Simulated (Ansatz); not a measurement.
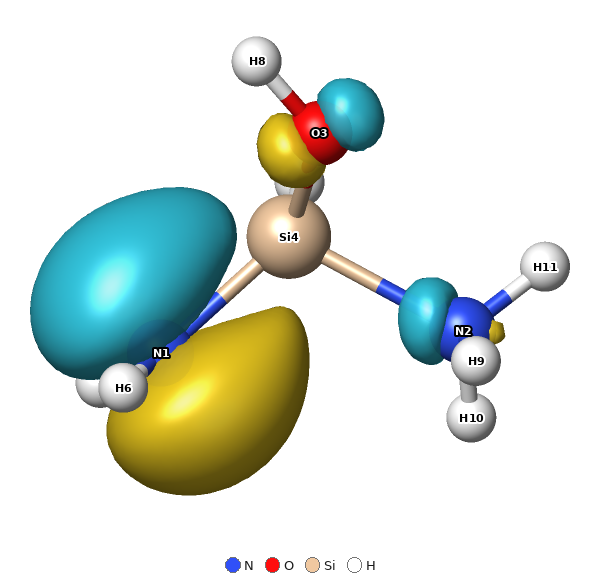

The picture shows: H7N2OSi (charge +1). The HOMO at ±0.15 Å⁻³ᐟ² (yellow and cyan are the two phases), seen at a tilt.

Geometry: PBE0-D3(BJ)/def2-SVP.

Computed with Ansatz, isolated molecule in a Gaussian basis; Kohn-Sham density functional theory, functional PBE0.

Input file:

```
crystal:
  periodic: [false, false, false]
  atoms:
    - {symbol: "N", position_ang: [-1.440368, -0.882120, -2.323096]}
    - {symbol: "N", position_ang: [-0.841935, -2.913983, -0.316472]}
    - {symbol: O, position_ang: [0.650234, -0.824418, -0.413687]}
    - {symbol: Si, position_ang: [-0.150242, -1.646714, -1.572052]}
    - {symbol: H, position_ang: [-1.668242, -1.039835, -3.299977]}
    - {symbol: H, position_ang: [-1.964632, -0.109722, -1.923608]}
    - {symbol: H, position_ang: [0.605575, -2.511452, -2.495594]}
    - {symbol: H, position_ang: [1.196875, -0.051437, -0.595764]}
    - {symbol: H, position_ang: [-1.275025, -2.427415, 0.478601]}
    - {symbol: H, position_ang: [-1.550792, -3.537664, -0.718175]}
    - {symbol: H, position_ang: [-0.097377, -3.502173, 0.077964]}
basis:
  gaussian: {orbitals: def2-TZVPD}
total_charge: 1
hamiltonian: {xc: {name: PBE0}}
output: {forces: true, orbitals: {seedname: orbitals}}
```

Command:

```sh
ansatz run input.yaml --threads 2 --pin off --max-ram 4350MiB --events-out events.jsonl --progress --plain --runs-dir runs
```

> Describe this orbital and give its energy.

By Hirshfeld shares it lies mainly on N1 (about 70 %) and Si4 (about 15 %); largely a lone pair of N1. Its energy is −12.87 eV.
